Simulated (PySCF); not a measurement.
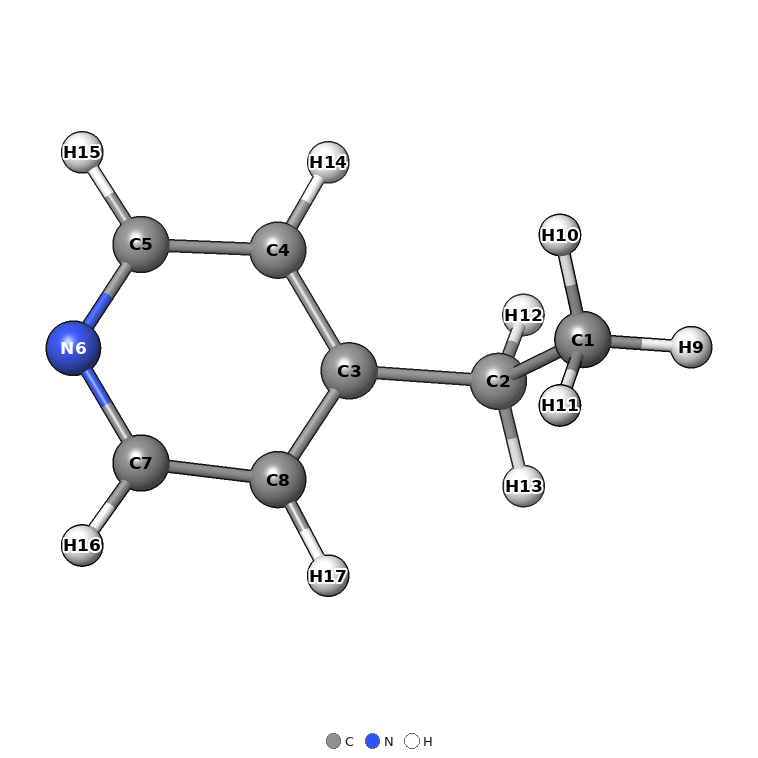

The geometry was computed by an optimisation with GFN2-xTB. No frequency run is at hand to confirm it as a minimum. Method: B3LYP/pcJ-1 indirect spin-spin coupling, non-relativistic, gas phase (PySCF 2.14.0). Isotopes: 13C, 1H, 15N.

Give the spin–spin coupling constants of these pairs, with the number of bonds between them: C5/N6, N6/C7, C4/N6, N6/H16, N6/C8, N6/H15, C3/N6, N6/H17, N6/H14.

```tsv
pair	bonds apart	J (Hz)
C5, N6	1	−0.9
N6, C7	1	−0.9
C4, N6	2	2.4
N6, H16	2	−11.9
N6, C8	2	2.4
N6, H15	2	−11.9
C3, N6	3	−3.9
N6, H17	3	−1.2
N6, H14	3	−1.2
```
